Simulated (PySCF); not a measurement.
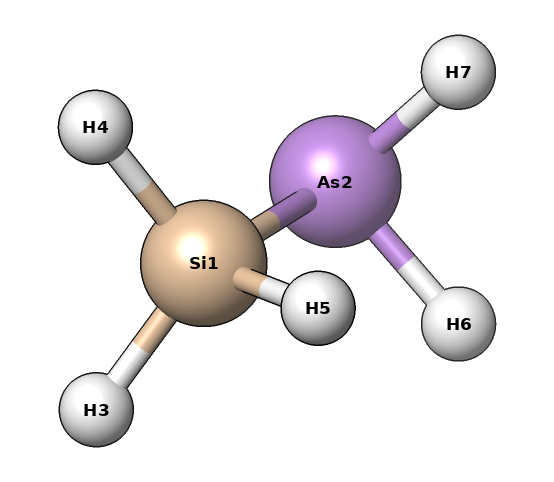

Computed geometry: GFN2-xTB optimisation. No frequency run is at hand to confirm it as a minimum. Properties computed with delta-SCF UKS SCAN, pcX-2 on the ionised atom, pcseg-1 elsewhere, spin-free X2C (PySCF 2.14.0).

Give the core-electron binding energies (to vacuum; p and d levels without spin–orbit splitting) of Si1 1s, Si1 2p.

```
atom  level  binding energy (eV)
 Si1     1s               1846.4
 Si1     2p                106.9
```

The geometry is semi-empirical. Around As, Si such bond lengths and angles can be off by a tenth of an ångström or more and by several degrees, and values that hang on the shape move with them.
